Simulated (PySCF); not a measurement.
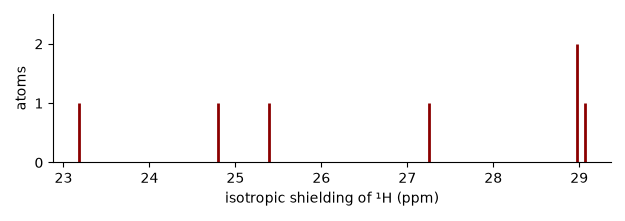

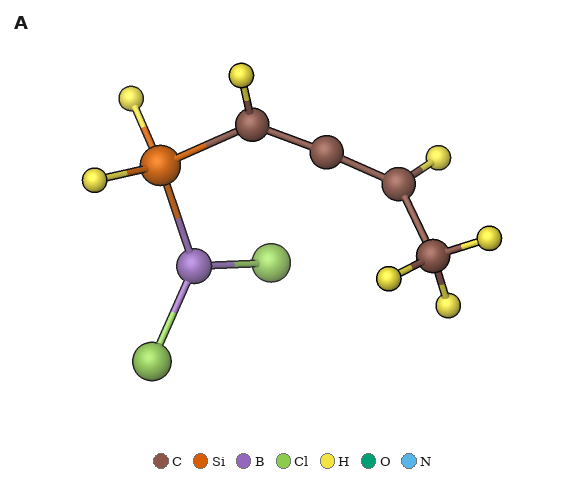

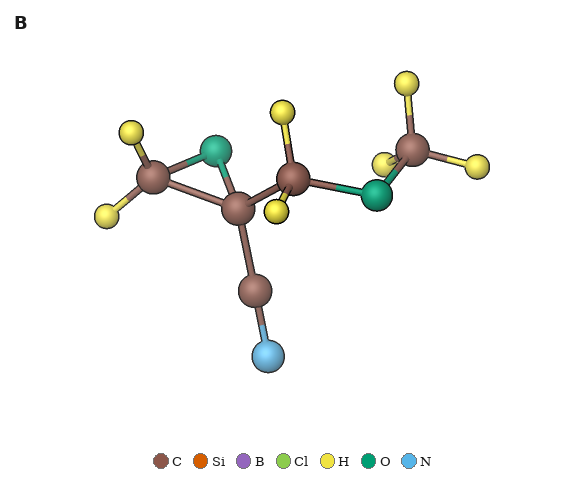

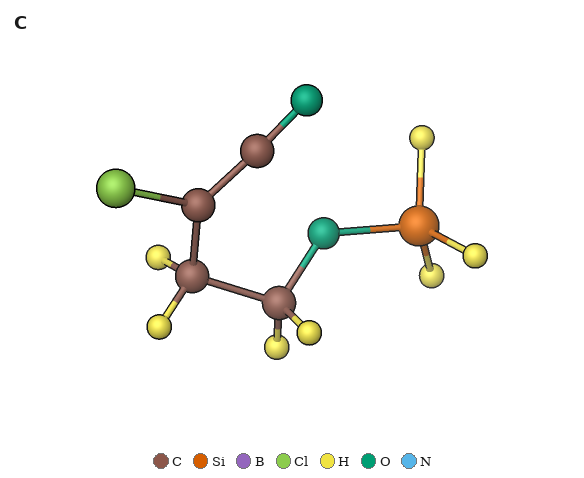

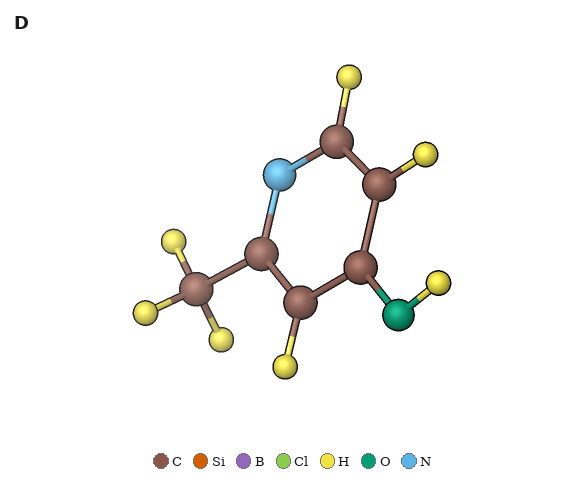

The sticks are computed shieldings of one of the molecules, for one fixed geometry (GFN2-xTB) without averaging over rotations. Low shielding means a high chemical shift. Method: GIAO PBE0/pcSseg-1 NMR shielding, non-relativistic, gas phase (PySCF 2.14.0).

> Match the spectrum to a structure.

D, `Cc1cc(O)ccn1`. Its 7 H atoms give lines at 23.17, 24.80, 25.39, 27.25, 28.98 (2 atoms), 29.07 ppm.

The geometry is semi-empirical. Around B, Si such bond lengths and angles can be off by a tenth of an ångström or more and by several degrees, and values that hang on the shape move with them.
